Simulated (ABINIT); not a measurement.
## MgS (Niningerite): G0W0 in ABINIT against the exchange cutoff

Aim: move the exchange cutoff of a G0W0 run on MgS (Niningerite) over a wide range.

Main program and level: ABINIT 10.8.3; LDA and many-body steps on it, plane waves.

## 1. Starting point

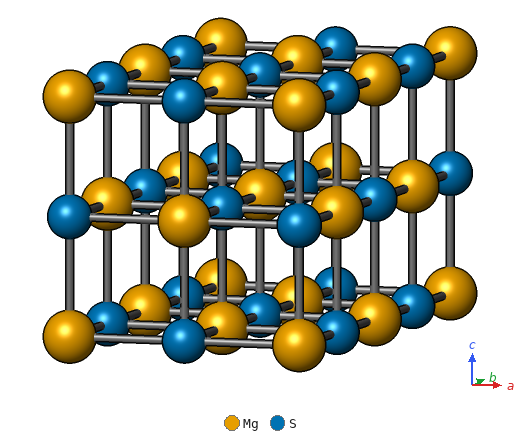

The cell as given, slightly off an axis (magnesium orange, sulfur blue). 1×2×1 cells are drawn. This picture shows the conventional cell, with its axes. Some periodic images of atoms are drawn too.

As a file:

```cif
data_structure
_symmetry_space_group_name_H-M 'P 1'
_symmetry_Int_Tables_number 1
_cell_length_a 3.6793
_cell_length_b 3.6793
_cell_length_c 3.6793
_cell_angle_alpha 60.000
_cell_angle_beta 60.000
_cell_angle_gamma 60.000
_cell_volume 35.22
loop_
_atom_site_label
_atom_site_type_symbol
_atom_site_fract_x
_atom_site_fract_y
_atom_site_fract_z
_atom_site_occupancy
Mg1 Mg 0.00000 0.00000 0.00000 1
S2 S 0.50000 0.50000 0.50000 1
```

The cell and positions come from the Crystallography Open Database and are kept as given unless a step says otherwise.

## 2. Screening, 4×4×4 mesh, 34 bands, screening to 130.6 eV

This step: ABINIT 10.8.3; RPA screening on LDA, plane waves, norm-conserving pseudopotentials.

The RPA dielectric matrix is built and inverted for each q.

The input, run.abi:

```
acell 3*1.0 Angstrom
rprim 
  0.000000000000 2.601650000000 2.601650000000
  2.601650000000 0.000000000000 2.601650000000
  2.601650000000 2.601650000000 0.000000000000
ntypat 2
znucl 12 16
natom 2
typat 1 2
xred 
  0.000000000000 0.000000000000 0.000000000000
  0.500000000000 0.500000000000 0.500000000000
pp_dirpath "pseudos"
pseudos "Mg.upf, S.upf"
ecut 38
ngkpt 4 4 4
nshiftk 1
shiftk 0 0 0
kptopt 1
chksymbreak 0
istwfk *1
occopt 1
irdwfk 1
optdriver 3
nband 34
ecuteps 4.8
inclvkb 2
awtr 1
symchi 1
indata_prefix "in"
outdata_prefix "out"
tmpdata_prefix "tmp"
```

Run with:

```sh
$ OMP_NUM_THREADS=1 mpirun -n 4 abinit run.abi > log
```

What it wrote:

```text
.Version 10.8.3 of ABINIT. v10.8.2 released Aug 2026.

 Symmetries : space group Fm -3 m (#225); Bravais cF (face-center cubic)
[... echo of the input left out ...]
== DATASET  1 ==================================================================
-   mpi_nproc: 4, omp_nthreads: 1 (-1 if OMP is not activated)

--- !DatasetInfo
iteration_state: {dtset: 1, }
dimensions: {natom: 2, nkpt: 8, mband: 34, nsppol: 1, nspinor: 1, nspden: 1, mpw: 2698, }
cutoff_energies: {ecut:  38.0, pawecutdg:  -1.0, }
electrons: {nelect:   1.60000000E+01, charge:   0.00000000E+00, occopt:   1.00000000E+00, tsmear:   1.00000000E-02, }

 SCREENING: Calculation of the susceptibility and dielectric matrices

 Based on a program developped by R.W. Godby, V. Olevano, G. Onida, and L. Reining.
 Incorporated in ABINIT by V. Olevano, G.-M. Rignanese, and M. Torrent.
.Using double precision arithmetic ; gwpc =  8

[... cell and pseudopotentials left out ...]
--------------------------------------------------------------------------------

 ==== K-mesh for the wavefunctions ====
 Number of points in the irreducible wedge :     8
[... list of points left out ...]
 Together with 48 symmetry operations and time-reversal symmetry
 yields    64 points in the full Brillouin Zone.

 ==== Q-mesh for the screening function ====
 Number of points in the irreducible wedge :     8
[... list of points left out ...]
 Together with 48 symmetry operations and time-reversal symmetry
 yields    64 points in the full Brillouin Zone.

 setmesh: FFT mesh size selected  =    25x   25x   25
          total number of points  =        15625

 vcoul_init : cutoff-mode = AUXILIARY_FUNCTION
 q-points for optical limit:   1
     1)      0.000010    0.000020    0.000030

- screening: taking advantage of time-reversal symmetry
- Maximum band index for partially occupied states nbvw = 8
- Remaining bands to be divided among processors   nbcw = 26
- Number of bands treated by each node ~6

 Number of electrons calculated from density =   16.0000; Expected =   16.0000
 average of density, n =  0.067320
 r_s =    1.5249
 omega_plasma =   25.0282 [eV]

 calculating chi0 at frequencies [eV] :
  1    0.000000E+00    0.000000E+00
  2    0.000000E+00    2.502816E+01

--------------------------------------------------------------------------------
  q-point number  1        q = ( 0.000000, 0.000000, 0.000000) [r.l.u.]
--------------------------------------------------------------------------------
[... chi0 elements left out ...]
 For q-point:  0.000010 0.000020 0.000030
  dielectric constant =   6.5413
  dielectric constant without local fields =   7.5410

  Average fulfillment of the sum rule on Im[epsilon] for q-point    1 :     37.09  [%]
[... wings left out ...]
  q-point number  2        q = ( 0.250000, 0.000000, 0.000000) [r.l.u.]
--------------------------------------------------------------------------------
[... chi0 elements left out ...]
  Average fulfillment of the sum rule on Im[epsilon] for q-point    2 :     50.50  [%]

 [... 6 further q-points ...]
```

Elapsed: 14 s, on 4 MPI ranks of Arm Neoverse N1, shared host; peak memory 0.44 GiB.

This step gave:

```
ε∞ with local fields, on this mesh, along the program's q direction : 6.541
the same without local fields                                       : 7.541
plasma frequency                                                    : 25.03 eV
plane waves in the screening matrix                                 : 113
```

Local fields lower ε∞ by 13 %. On a Γ-centred mesh this coarse the value itself is usually too large, while a short band sum pulls it down.

## 3. 3.8 Ha

This step: G0W0 on LDA, plane waves, norm-conserving pseudopotentials.

run.abi, as its differences from that of step 2:

```diff
@@ -23,8 +23,17 @@
 irdwfk 1
-optdriver 3
+optdriver 4
 nband 34
+gwcalctyp 0
+ecutsigx 3.8
+symsigma 1
+nkptgw 2
+kptgw 
+  0.0000000000 0.0000000000 0.0000000000
+  0.5000000000 0.5000000000 0.0000000000
+bdgw 
+  6 12
+  7 10
 ecuteps 4.8
-inclvkb 2
-awtr 1
-symchi 1
+irdscr 1
+ppmodel 1
 indata_prefix "in"
```

What it wrote:

```text
.Version 10.8.3 of ABINIT. v10.8.2 released Aug 2026.

 Symmetries : space group Fm -3 m (#225); Bravais cF (face-center cubic)
[... echo of the input left out ...]
== DATASET  1 ==================================================================
-   mpi_nproc: 4, omp_nthreads: 1 (-1 if OMP is not activated)

--- !DatasetInfo
iteration_state: {dtset: 1, }
dimensions: {natom: 2, nkpt: 8, mband: 34, nsppol: 1, nspinor: 1, nspden: 1, mpw: 2698, }
cutoff_energies: {ecut:  38.0, pawecutdg:  -1.0, }
electrons: {nelect:   1.60000000E+01, charge:   0.00000000E+00, occopt:   1.00000000E+00, tsmear:   1.00000000E-02, }

 SIGMA: Calculation of the GW corrections

 Based on a program developped by R.W. Godby, V. Olevano, G. Onida, and L. Reining.
 Incorporated in ABINIT by V. Olevano, G.-M. Rignanese, and M. Torrent.
.Using double precision arithmetic ; gwpc =  8

[... cell and pseudopotentials left out ...]
--------------------------------------------------------------------------------

 ==== K-mesh for the wavefunctions ====
 Number of points in the irreducible wedge :     8
[... list of points left out ...]
 Together with 48 symmetry operations and time-reversal symmetry
 yields    64 points in the full Brillouin Zone.

 ==== Q-mesh for screening function ====
 Number of points in the irreducible wedge :     8
[... list of points left out ...]
 Together with 48 symmetry operations and time-reversal symmetry
 yields    64 points in the full Brillouin Zone.

 vcoul_init : cutoff-mode = AUXILIARY_FUNCTION
 q-points for optical limit:   1
     1)      0.000010    0.000020    0.000030
 setmesh: FFT mesh size selected  =    25x   25x   25
          total number of points  =        15625

 Number of electrons calculated from density =   16.0000; Expected =   16.0000
 average of density, n =  0.067320
 r_s =    1.5249
 omega_plasma =   25.0282 [eV]

 === KS Band Gaps ===
  >>>> For spin  1
   Minimum direct gap =   3.4763 [eV], located at k-point      :   0.0000  0.0000  0.0000
   Fundamental gap    =   2.5588 [eV], Top of valence bands at :   0.0000  0.0000  0.0000
                                       Bottom of conduction at :   0.5000  0.5000  0.0000
 SIGMA fundamental parameters:
 PLASMON POLE MODEL  1
 number of plane-waves for SigmaX                   65
 number of plane-waves for SigmaC and W             65
 number of plane-waves for wavefunctions          2685
 number of bands                                    34
 number of independent spin polarizations            1
 number of spinorial components                      1
 number of k-points in IBZ                           8
 number of q-points in IBZ                           8
 number of symmetry operations                      48
 number of k-points in BZ                           64
 number of q-points in BZ                           64
 number of frequencies for dSigma/dE                 9
 frequency step for dSigma/dE [eV]                0.25
 number of omega for Sigma on real axis              0
 max omega for Sigma on real axis  [eV]           0.00
 zcut for avoiding poles [eV]                     0.10

 EPSILON^-1 parameters (SCR file):
 dimension of the eps^-1 matrix on file            113
 dimension of the eps^-1 matrix used                65
 number of plane-waves for wavefunctions          2685
 number of bands                                    34
 number of q-points in IBZ                           8
 number of frequencies                               2
 number of real frequencies                          1
 number of imag frequencies                          1

 matrix elements of self-energy operator (all in [eV])

 Perturbative Calculation

--- !SelfEnergy_ee
iteration_state: {dtset: 1, }
kpoint     : [   0.000,    0.000,    0.000, ]
spin       : 1
KS_gap     :    3.476
QP_gap     :    5.452
Delta_QP_KS:    1.976
data: !SigmaeeData |
     Band     E0 <VxcDFT>   SigX SigC(E0)      Z dSigC/dE  Sig(E)    E-E0       E
        6   4.124 -13.284 -16.003   2.343   0.787  -0.271 -13.579  -0.295   3.829
        7   4.124 -13.284 -16.003   2.343   0.787  -0.271 -13.579  -0.295   3.829
        8   4.124 -13.284 -16.003   2.343   0.787  -0.271 -13.579  -0.295   3.829
        9   7.600 -11.356  -5.643  -3.643   0.811  -0.232  -9.676   1.680   9.281
       10  11.957  -9.766  -4.287  -3.916   0.812  -0.231  -8.496   1.270  13.227
       11  11.957  -9.766  -4.287  -3.916   0.812  -0.231  -8.496   1.270  13.227
       12  11.957  -9.766  -4.287  -3.916   0.812  -0.231  -8.496   1.270  13.227

--- !SelfEnergy_ee
iteration_state: {dtset: 1, }
kpoint     : [   0.500,    0.500,    0.000, ]
spin       : 1
KS_gap     :    4.261
QP_gap     :    6.663
Delta_QP_KS:    2.402
data: !SigmaeeData |
     Band     E0 <VxcDFT>   SigX SigC(E0)      Z dSigC/dE  Sig(E)    E-E0       E
        7   2.422 -12.459 -15.647   2.676   0.781  -0.281 -12.859  -0.400   2.022
        8   2.422 -12.459 -15.647   2.676   0.781  -0.281 -12.859  -0.400   2.022
        9   6.683 -10.852  -5.102  -3.305   0.819  -0.221  -8.850   2.002   8.685
       10   8.392  -8.957  -4.324  -3.469   0.823  -0.215  -7.999   0.958   9.350

== END DATASET(S) ==============================================================
================================================================================

 -outvars: echo values of variables after computation  --------
           etotal      0.0000000000E+00
            nband          34
             nkpt           8
          spgroup         225
 [... the other variables as echoed above ...]

 Calculation completed.
```

Wall time 7.2 s (4 MPI ranks); peak memory 0.36 GiB; 14 s of CPU time.

Numbers from this step:

```
G0W0 gap on the points computed              : 4.856 eV
starting gap on the mesh                     : 2.559 eV
k of the valence top                         : 0, 0, 0
k of the conduction bottom                   : 0.5, 0.5, 0
Z at the valence top                         : 0.787
Z at the conduction bottom                   : 0.819
least direct G0W0 gap on the computed points : 5.452 eV
```

## 4. 7.6 Ha

run.abi, as its differences from that of step 3:

```diff
@@ -26,3 +26,3 @@
 gwcalctyp 0
-ecutsigx 3.8
+ecutsigx 7.6
 symsigma 1
```

What it wrote:

```text
.Version 10.8.3 of ABINIT. v10.8.2 released Aug 2026.

 Symmetries : space group Fm -3 m (#225); Bravais cF (face-center cubic)
[... echo of the input left out ...]
== DATASET  1 ==================================================================
-   mpi_nproc: 4, omp_nthreads: 1 (-1 if OMP is not activated)

--- !DatasetInfo
iteration_state: {dtset: 1, }
dimensions: {natom: 2, nkpt: 8, mband: 34, nsppol: 1, nspinor: 1, nspden: 1, mpw: 2698, }
cutoff_energies: {ecut:  38.0, pawecutdg:  -1.0, }
electrons: {nelect:   1.60000000E+01, charge:   0.00000000E+00, occopt:   1.00000000E+00, tsmear:   1.00000000E-02, }

 SIGMA: Calculation of the GW corrections

 Based on a program developped by R.W. Godby, V. Olevano, G. Onida, and L. Reining.
 Incorporated in ABINIT by V. Olevano, G.-M. Rignanese, and M. Torrent.
.Using double precision arithmetic ; gwpc =  8

[... cell and pseudopotentials left out ...]
--------------------------------------------------------------------------------

 ==== K-mesh for the wavefunctions ====
 Number of points in the irreducible wedge :     8
[... list of points left out ...]
 Together with 48 symmetry operations and time-reversal symmetry
 yields    64 points in the full Brillouin Zone.

 ==== Q-mesh for screening function ====
 Number of points in the irreducible wedge :     8
[... list of points left out ...]
 Together with 48 symmetry operations and time-reversal symmetry
 yields    64 points in the full Brillouin Zone.

 vcoul_init : cutoff-mode = AUXILIARY_FUNCTION
 q-points for optical limit:   1
     1)      0.000010    0.000020    0.000030
 setmesh: FFT mesh size selected  =    27x   27x   27
          total number of points  =        19683

 Number of electrons calculated from density =   16.0000; Expected =   16.0000
[...]
number of omega for Sigma on real axis              0
 max omega for Sigma on real axis  [eV]           0.00
 zcut for avoiding poles [eV]                     0.10

 EPSILON^-1 parameters (SCR file):
 dimension of the eps^-1 matrix on file            113
 dimension of the eps^-1 matrix used               113
 number of plane-waves for wavefunctions          2685
 number of bands                                    34
 number of q-points in IBZ                           8
 number of frequencies                               2
 number of real frequencies                          1
 number of imag frequencies                          1

 matrix elements of self-energy operator (all in [eV])

 Perturbative Calculation

--- !SelfEnergy_ee
iteration_state: {dtset: 1, }
kpoint     : [   0.000,    0.000,    0.000, ]
spin       : 1
KS_gap     :    3.476
QP_gap     :    5.314
Delta_QP_KS:    1.838
data: !SigmaeeData |
     Band     E0 <VxcDFT>   SigX SigC(E0)      Z dSigC/dE  Sig(E)    E-E0       E
        6   4.124 -13.284 -16.330   2.319   0.785  -0.275 -13.855  -0.570   3.554
        7   4.124 -13.284 -16.330   2.319   0.785  -0.275 -13.855  -0.570   3.554
        8   4.124 -13.284 -16.330   2.319   0.785  -0.275 -13.855  -0.570   3.554
[...]
--- !SelfEnergy_ee
iteration_state: {dtset: 1, }
kpoint     : [   0.500,    0.500,    0.000, ]
spin       : 1
KS_gap     :    4.261
QP_gap     :    6.403
Delta_QP_KS:    2.142
data: !SigmaeeData |
     Band     E0 <VxcDFT>   SigX SigC(E0)      Z dSigC/dE  Sig(E)    E-E0       E
[...]
9   6.683 -10.852  -5.713  -3.299   0.818  -0.222  -9.346   1.506   8.189
       10   8.392  -8.957  -4.405  -3.463   0.823  -0.215  -8.061   0.897   9.288

== END DATASET(S) ==============================================================
================================================================================

 -outvars: echo values of variables after computation  --------
           etotal      0.0000000000E+00
            nband          34
             nkpt           8
          spgroup         225
 [... the other variables as echoed above ...]

 Calculation completed.
```

Wall time 7.8 s (4 MPI ranks); peak memory 0.41 GiB; 22 s of CPU time.

Numbers from this step:

```yaml
g0w0_gap_on_the_points_computed: 4.635 eV
starting_gap_on_the_mesh: 2.559 eV
k_of_the_valence_top: 0, 0, 0
k_of_the_conduction_bottom: 0.5, 0.5, 0
z_at_the_valence_top: 0.785
z_at_the_conduction_bottom: 0.818
least_direct_g0w0_gap_on_the_computed_points: 5.314 eV
```

(Continued in part 2 of 2.)

[Paths, hosts, dates, memory and timing lines, banners, echoed tables and standing remarks are left out of the program output.]

[Logs are printed without paths, hosts, clocks, repeated set-up lines and the standing remarks that a program may print on its own settings, such as how far it seeks lower states.]

[Runs of the session that timed out or met a known fault of the program may be left out.]

[Hosts, paths, dates, database ids (printed as entryN), source tags and the programs' standing remarks are cut or masked in the printed files.]

[G0W0 gaps are taken among the corrected bands and points alone; a level outside them can change the order at an edge.]

[Where Ansatz stands beside ABINIT at settings called matched, ABINIT's density can come from a denser mesh and the files from another edition; pairs whose starting gaps differed by over 0.03 eV were left out, so agreement reads better than it is.]
